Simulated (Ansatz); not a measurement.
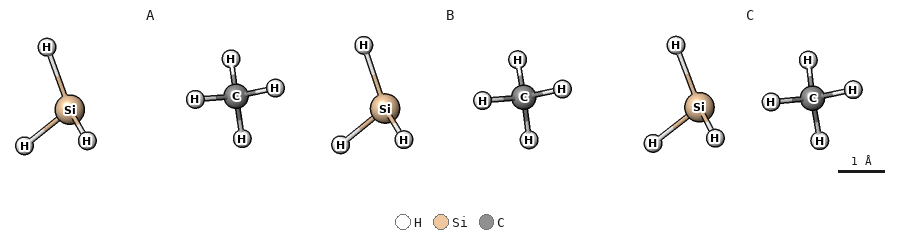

3 geometries from one relaxation of CH7Si (multiplicity 2) (started from a transition state, displaced along its imaginary mode), in shuffled order. The picture is a ball-and-stick view, seen at a tilt.

Method: UKS PBE0-D4/def2-TZVP (Ansatz 0.2.0). Settings: force threshold 0.005 eV/Å; at most 200 steps.

Question: Put them in the order of the run, from the start to the converged end.

Answer: C, B, A. They are steps 0, 2, 9, at +0.477 eV, +0.056 eV relative to the last. The largest move after the best rigid fit is that of the Si atom, 0.80 Å. Largest moves by element: Si 0.80 Å, H 0.78 Å, C 0.63 Å. Among the contacts that change: H–Si 1.918 → 3.367 Å, C–H 1.111 → 1.090 Å. Over 9 geometry steps the energy falls by 0.477 eV. The largest force component goes from 1.8 to 0.0017 eV/Å. The run took 8.5 s on 2 threads of AMD EPYC 9R45, on a shared host.
